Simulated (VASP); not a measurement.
```
CELL_PARAMETERS angstrom
      3.11397     0.00000     0.00000
     -1.55698     2.69677     0.00000
      0.00000     0.00000     4.57663
ATOMIC_POSITIONS crystal
  Li 0.33333 0.66667 0.98272
  Li 0.66667 0.33333 0.48272
  H  0.33333 0.66667 0.39228
  H  0.66667 0.33333 0.89228
```

These are r2SCAN meta-GGA, VASP's PBE PAW potentials (set 64) (plane waves; VASP) values and carry that method's errors. Settings: 520 eV cut-off, 9×9×6 Γ-centred mesh, tetrahedra with Blöchl corrections, potentials Li_sv H.

The path is coarsely sampled, so an indirect gap can come out somewhat too large.

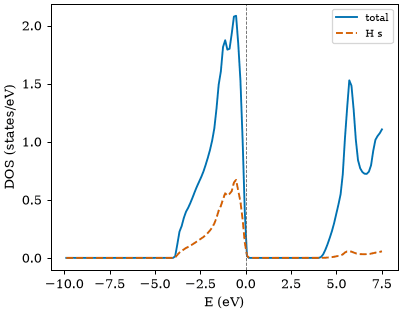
Total and projected density of states, zero at the valence-band maximum

Within 2 eV below the valence-band maximum the largest weight inside VASP's projection spheres is H s.

The gap is indirect, 4.06 eV, from the valence maximum at K-Γ at 0.40 to the conduction minimum at K.

The structure was generated: LiH was put into the wurtzite type (P6_3mc), which need not be its known phase. It was relaxed first, which changed the volume by +55 %.
